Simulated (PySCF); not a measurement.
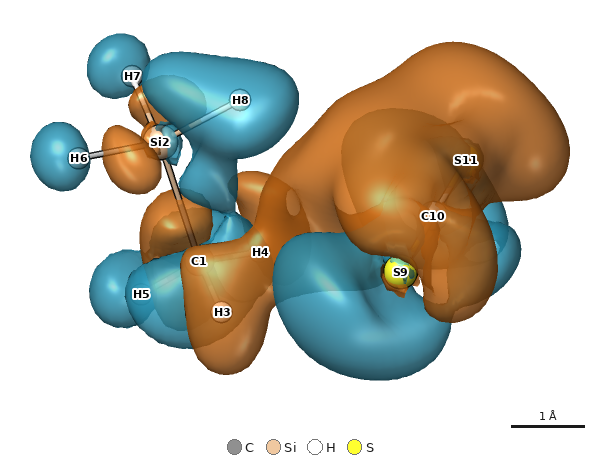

*C2H6S2Si, SMILES `C[SiH3].S=C=S`. Density of the complex less the densities of the two fragments at the same geometry, ±0.0002 e/Å³ (light blue: gain, orange: loss). Fragment A: SiH6C (atoms 1–8); fragment B: CS2.*

Level of theory: CAM-B3LYP/def2-SVPD (PySCF), at a geometry from GFN2-xTB. GFN2-xTB bond lengths at metals and heavier atoms can be off by up to 0.1 Å and shapes distorted, which carries into these values.

Geometry (Å), atoms numbered from 1:

```
C1      -1.8562    0.0469    1.2574
Si2     -2.4339   -0.0258   -0.5465
H3      -1.2677    0.9400    1.4495
H4      -1.2422   -0.8128    1.5121
H5      -2.7015    0.0589    1.9398
H6      -3.2638    1.1436   -0.8407
H7      -3.2092   -1.2488   -0.7613
H8      -1.2710   -0.0288   -1.4393
S9       1.5233    1.5504   -0.0627
C10      1.5300    0.0008   -0.0469
S11      1.5384   -1.5489   -0.0293
```

**How is the density rearranged on binding?**

Hirshfeld charges show almost no net transfer (under 0.005 e). 0.01 e is displaced in all, which induces a dipole of 0.09 D.

**What is the interaction energy, and which contacts carry it?**

The counterpoise-corrected interaction energy of the frozen fragments is +0.4 kcal/mol without dispersion correction and −2.1 kcal/mol with D3(BJ). The pair geometry is semi-empirical, not a minimum at this level. Contacts: H3···S9, 3.23 Å, ρ = 0.005 a.u.; H4···S11, 3.26 Å, ρ = 0.004 a.u.; H8···C10, 3.13 Å, ρ = 0.004 a.u., a bond path close to vanishing (ellipticity 19.4). The pose is a local one from a semi-empirical search, not shown to be the most stable.
